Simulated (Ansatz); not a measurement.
# Effect of Ge → Se on Ca3GeO

Take Ca$_{3}$GeO (space group Imma, No. 74; a = 6.600 Å, b = 9.334 Å, c = 6.623 Å; a cell from a computed database, its experimental status unchecked) as the base.

One thing is altered: every Ge is replaced by Se; the structure is relaxed again.

All numbers come from Ansatz (a first-principles code), PBEsol, PAW, cutoff 420 eV, spin-orbit coupling left out. k-mesh 10×10×10 (Γ-centred); smearing 0.05 eV (Fermi–Dirac), for the changed cell.

The volume per atom goes up by 2.466 Å³, from 20.40 Å³ to 22.86 Å³ and the density decreases by 0.275 g/cm³ to 3.13 g/cm³. The space group stays Imma (No. 74) and the shortest interatomic distance falls by 8.7 pm, from 234.4 pm to 225.7 pm. The band gap remains zero.

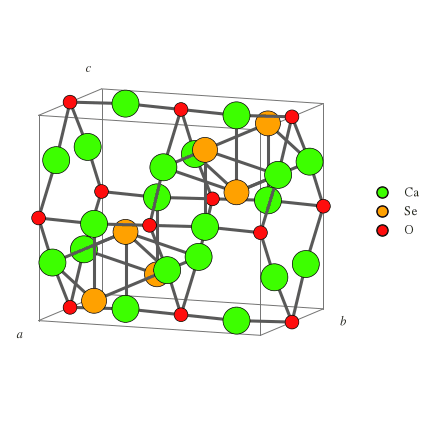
*The relaxed conventional cell after the change*

Cost of the whole job for the changed cell (relaxation, final SCF and bands): roughly 27 core-minutes.

Whether these cells are dynamically stable was not tested. As relaxed here, Ca3SeO is a hypothetical phase, not in the database extracts checked. The final runs are not spin-polarised. Ca3SeO has a high density of states at the Fermi level and may be magnetic at this level. Gaps under 0.05 eV, about the width of the smearing, are given as zero. The zero or small gap of Ca3GeO can change with the level of theory.
